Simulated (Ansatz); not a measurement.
The relaxed structure here is a generated cell of Ga2Cu: the first start was made by a random draw of sites in a space group, and the end was not matched to a known phase here, so it may be hypothetical.

A relaxed structure of Ga2Cu. Space group R-3m (No. 166). Computed with PBE (plane waves to 420 eV, PAW, scalar-relativistic; Ansatz, a program for electronic structure).

```cif
data_Cu3Ga6
_chemical_formula_sum 'Cu3 Ga6'
_space_group_name_H-M_alt 'P 1'
_space_group_IT_number 1
_cell_length_a 5.50072
_cell_length_b 5.50072
_cell_length_c 5.50072
_cell_angle_alpha 97.525
_cell_angle_beta 97.525
_cell_angle_gamma 97.525
loop_
_space_group_symop_operation_xyz
  'x, y, z'
loop_
_atom_site_label
_atom_site_type_symbol
_atom_site_fract_x
_atom_site_fract_y
_atom_site_fract_z
_atom_site_occupancy
Cu1 Cu 0.50000 0.50000 0.00000 1
Cu2 Cu 0.00000 0.50000 0.50000 1
Cu3 Cu 0.50000 0.00000 0.50000 1
Ga1 Ga 0.65322 0.65322 0.65322 1
Ga2 Ga 0.34678 0.34678 0.34678 1
Ga3 Ga 0.00000 0.00000 0.50000 1
Ga4 Ga 0.50000 0.00000 0.00000 1
Ga5 Ga 0.00000 0.50000 0.00000 1
Ga6 Ga 0.00000 0.00000 0.00000 1
```

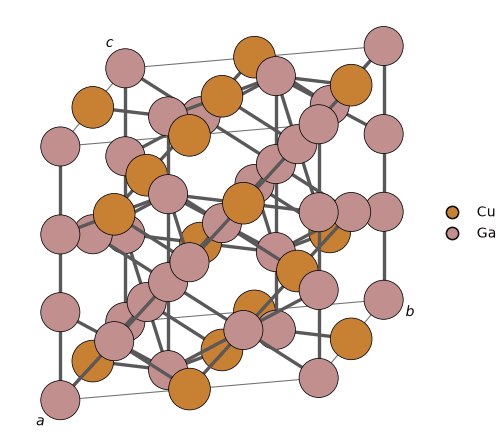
Fig. 1. The conventional cell of the relaxed structure

```json
{
 "volume_per_atom": "17.97 Å³",
 "band_gap": "no gap (metallic)",
 "shortest_distances": "Cu–Ga 2.39 Å; Ga–Ga 2.51 Å",
 "k-mesh": "9×9×9"
}
```

Band energies at high-symmetry points (eV from the Fermi level; labels of this space group; no spin-orbit coupling), from −5 eV up to 5.0 eV:

```csv
point,energies
Γ,-3.55 -3.26 -3.26 -3.06 -3.06 -2.89 -2.89 -2.87 -2.81 -2.77 -2.77 -2.64 -2.64 -2.50 -2.43 -2.14 -2.14 -2.08 -2.08 -0.65 -0.27 0.56 0.70 0.70 1.95 2.01 2.01 3.39 3.39 4.84 4.97
L,-4.47 -4.27 -3.93 -3.84 -3.34 -3.30 -3.03 -3.01 -2.93 -2.85 -2.81 -2.71 -2.68 -2.62 -2.46 -2.41 -2.31 -2.07 -1.72 -1.25 -0.58 0.17 0.34 0.48 0.92 1.66 2.53 2.92 3.21 4.55
T,-3.39 -3.39 -3.09 -2.99 -2.99 -2.98 -2.92 -2.92 -2.81 -2.66 -2.60 -2.60 -2.34 -2.34 -2.09 1.51 2.34 2.34 2.39 2.39 3.28 3.28 4.19 4.51 4.56 4.56 4.96
P0,-4.68 -4.68 -3.57 -3.33 -3.33 -3.05 -2.99 -2.99 -2.97 -2.91 -2.91 -2.78 -2.67 -2.62 -2.62 -2.34 -2.34 -1.66 1.04 1.20 1.20 2.15 2.15 2.64 3.16 3.16 3.34 3.70 4.25 4.25
P2,-4.68 -4.68 -3.57 -3.33 -3.33 -3.05 -2.99 -2.99 -2.97 -2.91 -2.91 -2.78 -2.67 -2.62 -2.62 -2.34 -2.34 -1.66 1.04 1.20 1.20 2.15 2.15 2.64 3.16 3.16 3.34 3.70 4.25 4.25
F,-4.71 -4.30 -3.44 -3.39 -3.35 -3.29 -3.26 -3.10 -2.91 -2.85 -2.85 -2.78 -2.73 -2.63 -2.57 -2.44 -2.11 -1.89 -1.36 -1.31 -1.22 -0.16 0.20 1.88 2.55 2.75 3.41 3.75 4.21
```

No spin polarisation in the result.

The run could not lower the symmetry of its start; a shaken copy of this end point relaxes with PBE to P-1 (No. 2), 0.22 eV/atom lower.
